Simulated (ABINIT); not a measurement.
# LiBH4 (F-43m): G0W0 with ABINIT, start to end, part 3 of 3

Wanted: ground state, empty states, screening and self-energy for LiBH4 (F-43m).

ABINIT 10.8.3; PBEsol and many-body steps on it, plane waves. Known limits of the many-body steps: not at the basis limit; coarse k mesh.

So far. Step 4 (Empty states on the mesh, 4×4×4 mesh, 44 bands): On this mesh the gap is 5.992 eV. Step 5 (Screening, 4×4×4 mesh, 40 bands, screening to 108.8 eV): Local fields lower ε∞ by 11 %. On a Γ-centred mesh this coarse the value itself is usually too large, while a short band sum pulls it down.

## (6) Self-energy, 4×4×4 mesh, 40 bands, screening to 108.8 eV

The self-energy is evaluated for the states that the input lists, and the levels follow from it, in one-shot runs by the linearised quasiparticle equation.

This step: G0W0 on PBEsol, plane waves, norm-conserving pseudopotentials.

run.abi

```
acell 3*1.0 Angstrom
rprim 
  0.000000000000 2.855319000000 2.855319000000
  2.855319000000 0.000000000000 2.855319000000
  2.855319000000 2.855319000000 0.000000000000
ntypat 3
znucl 3 5 1
natom 6
typat 1 2 3 3 3 3
xred 
  0.000000000000 0.000000000000 0.000000000000
  0.500000000000 0.500000000000 0.500000000000
  0.376786667500 0.376786667500 0.376786667500
  0.869639997500 0.376786667500 0.376786667500
  0.376786667500 0.376786667500 0.869639997500
  0.376786667500 0.869639997500 0.376786667500
pp_dirpath "pseudos"
pseudos "Li.upf, B.upf, H.upf"
ecut 34
ngkpt 4 4 4
nshiftk 1
shiftk 0 0 0
kptopt 1
chksymbreak 0
istwfk *1
occopt 1
irdwfk 1
optdriver 4
nband 40
gwcalctyp 0
ecutsigx 34
symsigma 1
nkptgw 2
kptgw 
  0.0000000000 0.0000000000 0.0000000000
  0.5000000000 0.0000000000 0.0000000000
bdgw 
  3 9
  4 8
ecuteps 4
irdscr 1
ppmodel 1
indata_prefix "in"
outdata_prefix "out"
tmpdata_prefix "tmp"
```

Run with:

```sh
OMP_NUM_THREADS=1 mpirun -n 4 abinit run.abi > log
```

Numbers of over 12 decimals in the logs are rounded to 6 here.

Output:

```text
.Version 10.8.3 of ABINIT. v10.8.2 released Aug 2026.

 Symmetries : space group F-4 3 m (#216); Bravais cF (face-center cubic)
[... echo of the input left out ...]
== DATASET  1 ==================================================================
-   mpi_nproc: 4, omp_nthreads: 1 (-1 if OMP is not activated)

--- !DatasetInfo
iteration_state: {dtset: 1, }
dimensions: {natom: 6, nkpt: 8, mband: 40, nsppol: 1, nspinor: 1, nspden: 1, mpw: 2996, }
cutoff_energies: {ecut:  34.0, pawecutdg:  -1.0, }
electrons: {nelect:   1.00000000E+01, charge:   0.00000000E+00, occopt:   1.00000000E+00, tsmear:   1.00000000E-02, }

 SIGMA: Calculation of the GW corrections

 Based on a program developped by R.W. Godby, V. Olevano, G. Onida, and L. Reining.
 Incorporated in ABINIT by V. Olevano, G.-M. Rignanese, and M. Torrent.
.Using double precision arithmetic ; gwpc =  8

[... cell and pseudopotentials left out ...]
--------------------------------------------------------------------------------

 ==== K-mesh for the wavefunctions ====
 Number of points in the irreducible wedge :     8
[... list of points left out ...]
 Together with 24 symmetry operations and time-reversal symmetry
 yields    64 points in the full Brillouin Zone.

 ==== Q-mesh for screening function ====
 Number of points in the irreducible wedge :     8
[... list of points left out ...]
 Together with 24 symmetry operations and time-reversal symmetry
 yields    64 points in the full Brillouin Zone.

 vcoul_init : cutoff-mode = AUXILIARY_FUNCTION
 q-points for optical limit:   1
     1)      0.000010    0.000020    0.000030
 setmesh: FFT mesh size selected  =    45x   45x   45
          total number of points  =        91125

 Number of electrons calculated from density =   10.0000; Expected =   10.0000
 average of density, n =  0.031828
 r_s =    1.9575
 omega_plasma =   17.2092 [eV]

 === KS Band Gaps ===
  >>>> For spin  1
   Minimum direct gap =   6.2975 [eV], located at k-point      :   0.5000  0.0000  0.0000
   Fundamental gap    =   5.9924 [eV], Top of valence bands at :   0.0000  0.0000  0.0000
                                       Bottom of conduction at :   0.5000  0.0000  0.0000
 SIGMA fundamental parameters:
 PLASMON POLE MODEL  1
 number of plane-waves for SigmaX                 2975
 number of plane-waves for SigmaC and W            113
 number of plane-waves for wavefunctions          2975
 number of bands                                    40
 number of independent spin polarizations            1
 number of spinorial components                      1
 number of k-points in IBZ                           8
 number of q-points in IBZ                           8
 number of symmetry operations                      24
 number of k-points in BZ                           64
 number of q-points in BZ                           64
 number of frequencies for dSigma/dE                 9
 frequency step for dSigma/dE [eV]                0.25
 number of omega for Sigma on real axis              0
 max omega for Sigma on real axis  [eV]           0.00
 zcut for avoiding poles [eV]                     0.10

 EPSILON^-1 parameters (SCR file):
 dimension of the eps^-1 matrix on file            113
 dimension of the eps^-1 matrix used               113
 number of plane-waves for wavefunctions          2975
 number of bands                                    40
 number of q-points in IBZ                           8
 number of frequencies                               2
 number of real frequencies                          1
 number of imag frequencies                          1

 matrix elements of self-energy operator (all in [eV])

 Perturbative Calculation

--- !SelfEnergy_ee
iteration_state: {dtset: 1, }
kpoint     : [   0.000,    0.000,    0.000, ]
spin       : 1
KS_gap     :    7.219
QP_gap     :    9.795
Delta_QP_KS:    2.576
data: !SigmaeeData |
     Band     E0 <VxcDFT>   SigX SigC(E0)      Z dSigC/dE  Sig(E)    E-E0       E
        3  -1.929 -12.774 -16.783   2.432   0.800  -0.250 -14.035  -1.261  -3.190
        4  -1.929 -12.774 -16.783   2.432   0.800  -0.250 -14.035  -1.261  -3.190
        5  -1.929 -12.774 -16.783   2.432   0.800  -0.250 -14.035  -1.261  -3.190
        6   5.290  -9.998  -5.046  -3.355   0.824  -0.214  -8.683   1.315   6.604
        7   6.874  -8.805  -3.908  -3.225   0.836  -0.196  -7.407   1.398   8.271
        8   6.874  -8.805  -3.908  -3.225   0.836  -0.196  -7.407   1.398   8.271
        9   6.874  -8.805  -3.908  -3.225   0.836  -0.196  -7.407   1.398   8.271

--- !SelfEnergy_ee
iteration_state: {dtset: 1, }
kpoint     : [   0.500,    0.000,    0.000, ]
spin       : 1
KS_gap     :    6.297
QP_gap     :    8.727
Delta_QP_KS:    2.430
data: !SigmaeeData |
     Band     E0 <VxcDFT>   SigX SigC(E0)      Z dSigC/dE  Sig(E)    E-E0       E
        4  -2.234 -12.580 -16.671   2.466   0.799  -0.252 -13.878  -1.297  -3.531
        5  -2.234 -12.580 -16.671   2.466   0.799  -0.252 -13.878  -1.297  -3.531
        6   4.063  -8.521  -4.170  -3.001   0.839  -0.191  -7.388   1.133   5.196
        7   6.420  -7.795  -3.007  -3.254   0.842  -0.187  -6.503   1.292   7.712
        8   6.420  -7.795  -3.007  -3.254   0.842  -0.187  -6.503   1.292   7.712

== END DATASET(S) ==============================================================
================================================================================

 -outvars: echo values of variables after computation  --------
           etotal      0.0000000000E+00
            nband          40
             nkpt           8
          spgroup         216
 [... the other variables as echoed above ...]

 Calculation completed.
```

Wall time 4.3 s (4 MPI ranks of Intel Xeon 6975P-C (Granite Rapids), shared host); peak memory 0.63 GiB; 17 s of CPU time.

Numbers from this step:

```
G0W0 gap on the points computed              : 8.386 eV
starting gap on the mesh                     : 5.992 eV
k of the valence top                         : 0, 0, 0
k of the conduction bottom                   : 0.5, 0, 0
Z at the valence top                         : 0.8
Z at the conduction bottom                   : 0.839
least direct G0W0 gap on the computed points : 8.727 eV
```

The gap on the mesh goes from 5.99 eV to 8.39 eV, a correction of +2.39 eV.

Limits: finite bands, cutoff and mesh; coarse k mesh. v1 is the top filled band, c1 the lowest empty one. Levels before and after the correction, in eV, zero at the valence-band top of each column:

```tsv
	conduction bottom	valence top
Kohn-Sham	5.99	0.00
G0W0	8.39	0.00
```

```tsv
	level	energy (eV)
Kohn-Sham	Γ v3-v1	0.000
Kohn-Sham	Γ c1	7.219
Kohn-Sham	Γ c2-c4	8.803
Kohn-Sham	(0.5 0 0) v2-v1	-0.305
Kohn-Sham	(0.5 0 0) c1	5.992
Kohn-Sham	(0.5 0 0) c2-c3	8.349
G0W0	Γ v3-v1	0.000
G0W0	Γ c1	9.794
G0W0	Γ c2-c4	11.461
G0W0	(0.5 0 0) v2-v1	-0.341
G0W0	(0.5 0 0) c1	8.386
G0W0	(0.5 0 0) c2-c3	10.902
```

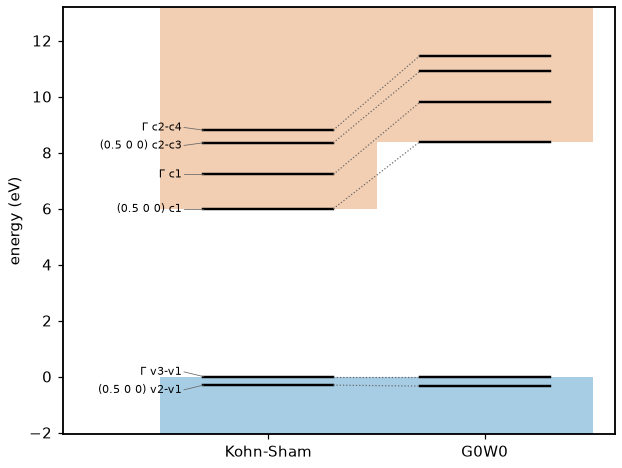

Levels before and after the correction. Shaded: valence and conduction bands.

## (7) Where the time went

Times are wall times on 4 MPI ranks of Intel Xeon 6975P-C (Granite Rapids), shared host, good to a factor of about two.

```tsv
step	time	share	memory (GiB)
ground state	8.5 s	25 %	0.35
bands along the symmetry lines	8.1 s	24 %	0.31
empty states on the mesh	7.1 s	21 %	0.3
screening	5.9 s	17 %	0.5
self-energy	4.3 s	13 %	0.63
```

## (8) Outcome

```
PBEsol gap           : 5.99 eV, indirect
G0W0 gap on the mesh : 8.39 eV
GW settings          : 4×4×4 mesh, 40 bands, screening to 108.8 eV, Godby-Needs plasmon pole
known limits         : not at the basis limit; coarse k mesh
```

What this shows: G0W0 moves the gap on the mesh from 5.99 eV to 8.39 eV (+2.39 eV), with Z of 0.80 and 0.84 at the edges. Local fields lower the RPA ε∞ on this mesh from 3.27 to 2.90; a Γ-centred mesh this coarse tends to raise both, most where the direct gap is narrow, while a short band sum lowers them. Only 2 of the mesh's irreducible points were corrected, so a valley elsewhere could overtake. Bands and cutoff are finite, so the gap is not at the basis limit. The miss can reach some tenths of an eV and take either sign; the mesh is an error of its own. In the G0W0 run levels were corrected at 2 k points alone, so a gap called «on the mesh» is the least over those, and an edge elsewhere would be missed. The 4×4×4 mesh is coarse for this cell, which bears on the long-range parts of exchange and screening.

[Paths, hosts, dates, memory and timing lines, banners, echoed tables and standing remarks are left out of the program output.]

[Logs are printed without paths, hosts, clocks, repeated set-up lines and the standing remarks that a program may print on its own settings, such as how far it seeks lower states.]

[Runs of the session that timed out or met a known fault of the program may be left out.]

[Hosts, paths, dates, database ids (printed as entryN), source tags and the programs' standing remarks are cut or masked in the printed files.]

[G0W0 gaps are taken among the corrected bands and points alone; a level outside them can change the order at an edge.]

[Where Ansatz stands beside ABINIT at settings called matched, ABINIT's density can come from a denser mesh and the files from another edition; pairs whose starting gaps differed by over 0.03 eV were left out, so agreement reads better than it is.]
